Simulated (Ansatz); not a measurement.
## Electronic structure of F2H3NOTa···HF (doublet) in real space

Input

```
crystal:
  periodic: [false, false, false]
  atoms:
    - { symbol: Ta, position_ang: [0.0, 0.0, 0.0] }
    - { symbol: F, position_ang: [2.18, 0.0, 0.0] }
    - { symbol: O, position_ang: [0.0, 0.0, 2.02] }
    - { symbol: H, position_ang: [-0.2547, -0.9174, 2.3571] }
    - { symbol: F, position_ang: [0.0, 0.0, -1.93] }
    - { symbol: "N", position_ang: [-1.08, 1.8706, 0.0] }
    - { symbol: H, position_ang: [-1.6414, 2.1584, 0.8518] }
    - { symbol: H, position_ang: [-1.0486, 2.5007, -0.8518] }
    - { symbol: F, position_ang: [-0.965, -1.6714, 0.0] }
    - { symbol: H, position_ang: [3.4, 0.0, 0.0] }
magnetization:
  spin_polarized: true
  initial_magnetization: 1
basis:
  gaussian: { orbitals: def2-SVP }
hamiltonian:
  xc: pbe
relax:
  f_tol: 0.15
  max_steps: 25
  restrain:
    - { distance: [1, 9], at: 0.92, k: 30.0 }
    - { distance: [0, 1], at: 3.13, k: 30.0 }
output:
  orbitals: {}
```

Launched as:

```sh
ansatz run input.yaml --threads 4 --pin off --max-ram 5120MiB --backend cpu --events-out ev --progress --plain --runs-dir out
```

The fields are those of the run's last geometry, not of the input's.

Core potentials replace the inner electrons of Ta; not at a stationary point (largest force 0.5 eV/Å).

Theory: Ansatz, UKS PBE/def2-SVP.

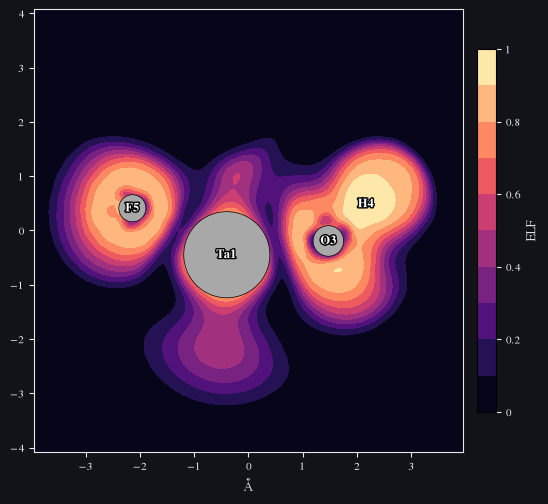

Figure 1. ELF on the plane of atoms O3, Ta1 and F5. Grey discs cover the atomic cores.

> Interpret the plot.

Atoms in the plane: Ta, O, H and F.
Ta–O (1.89 Å): the ELF peaks at about 0.85 in the valence shell of O, 0.5 Å from its nucleus, and drops to about 0.25 between the two atoms.
Ta–F (1.94 Å): the ELF peaks at about 0.85 in the valence shell of F, 0.5 Å from its nucleus, and drops to about 0.20 between the two atoms.
O–H (0.97 Å): the ELF climbs to about 1 towards the hydrogen, as it does in any bond to H (an ordinary covalent bond to hydrogen).

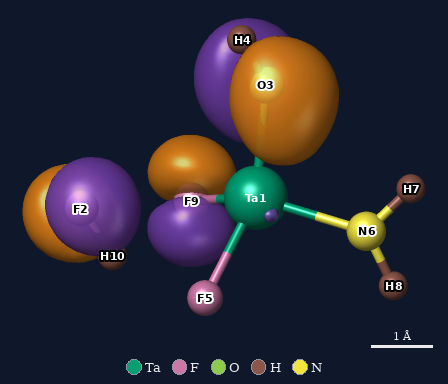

Figure 2. The HOMO−1 (β) at ±0.1 Å⁻³ᐟ² (orange and purple are the two phases), seen across its widest extent.

> Describe this orbital and give its energy.

By Hirshfeld shares it lies mainly on O3 (about 40 %), F2 (about 30 %) and F9 (about 20 %); largely a combination of lone pairs on O3, F2 and F9. Its energy is −8.48 eV.
